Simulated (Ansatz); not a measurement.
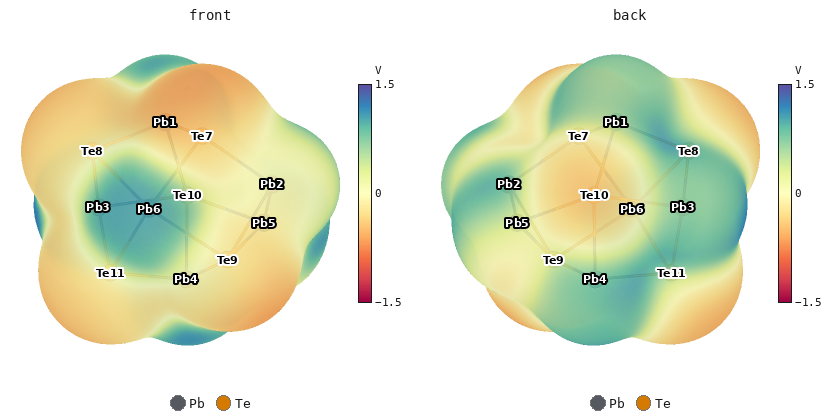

The picture shows: Pb6Te5. The electrostatic potential painted on the density surface at 0.001 e/bohr³, seen from the front and from behind; red is negative and blue positive.

Geometry: PBE-D4/def2-SVP; core potentials replace the inner electrons of Pb and Te.

Theory: RKS PBE0-D4/def2-SVP (Ansatz 0.2.0).

```json
{"atom": "Pb", "x (Å)": "2.6749", "y (Å)": "-1.0116", "z (Å)": "0.8591"}
{"atom": "Pb", "x (Å)": "-1.8903", "y (Å)": "-2.7472", "z (Å)": "1.6958"}
{"atom": "Pb", "x (Å)": "2.0702", "y (Å)": "2.0272", "z (Å)": "-1.4956"}
{"atom": "Pb", "x (Å)": "-1.4500", "y (Å)": "0.5083", "z (Å)": "-2.5534"}
{"atom": "Pb", "x (Å)": "-1.4192", "y (Å)": "-2.6307", "z (Å)": "-1.3648"}
{"atom": "Pb", "x (Å)": "-0.5769", "y (Å)": "1.4534", "z (Å)": "1.5920"}
{"atom": "Te", "x (Å)": "0.4486", "y (Å)": "-1.2711", "z (Å)": "2.7958"}
{"atom": "Te", "x (Å)": "2.5568", "y (Å)": "1.9573", "z (Å)": "1.4545"}
{"atom": "Te", "x (Å)": "-2.9277", "y (Å)": "-0.3560", "z (Å)": "0.0819"}
{"atom": "Te", "x (Å)": "1.1893", "y (Å)": "-1.0276", "z (Å)": "-1.8944"}
{"atom": "Te", "x (Å)": "-0.6756", "y (Å)": "3.0979", "z (Å)": "-1.1706"}
```

### Where is the surface potential most negative and most positive?

The most negative region (about −0.6 V) lies over Te7 and Te9, the most positive (about +1.2 V) over Pb3.
